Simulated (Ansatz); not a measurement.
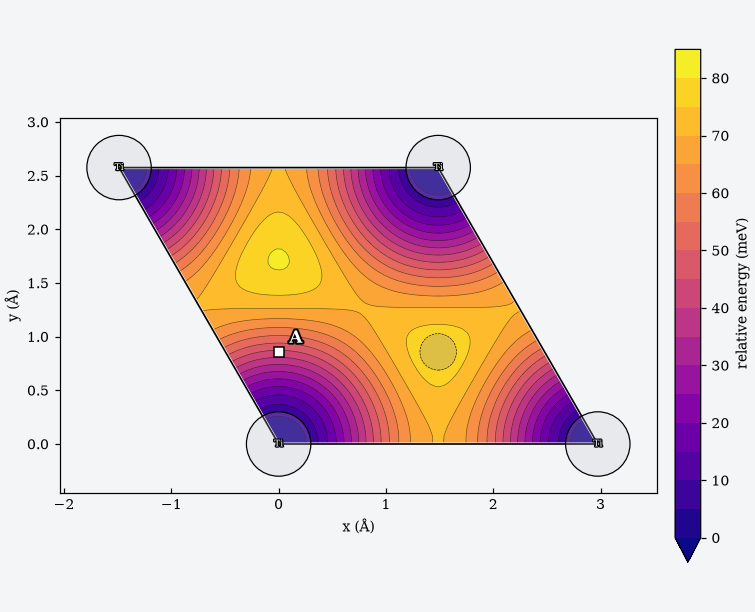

CO on a TiN(111) slab cut from the Fm-3m phase, its upper half relaxed before the scan (24 atoms of substrate and one adsorbate in a 2 × 2 cell). CO (O end down) is moved over the surface cell at a fixed height above a rigid substrate; the origin of the map has the adsorbate above Ti21; the height is held at 3.00 Å. Places are given modulo a cell vector. The map is drawn in real space over the plane of the surface. The grid has 6 × 6 points; 10 points were computed and 26 follow by symmetry. Places are given in fractions of the 1 × 1 surface cell. Energies are in meV, from the lowest grid point. At a fixed height the lowest place need not be the adsorption site. The runs have no spin polarisation; a magnetic state may lie lower. These are results of Ansatz, DFT PBE+D3(BJ), scalar-relativistic, plane waves, PAW, not measurements. Settings: cutoff 420 eV, k-mesh 6×6×1, gaussian smearing 0.1 eV, no spin polarisation.

The picture shows filled contours, labelled circles for the atoms of the top layer and small ones for the second layer, the outline of one cell of the plane, the point A. Between grid points the surface is interpolated.

Which way does the force act at A, and how strong is it?

Answer. A, at (1/6, 2/6) of the cell vectors, is not a stationary point. The computed force is 0.076 eV/Å in the plane, pointing down in the picture (components 0.000 and −0.076 eV/Å).

PAW datasets: the set soft_1.
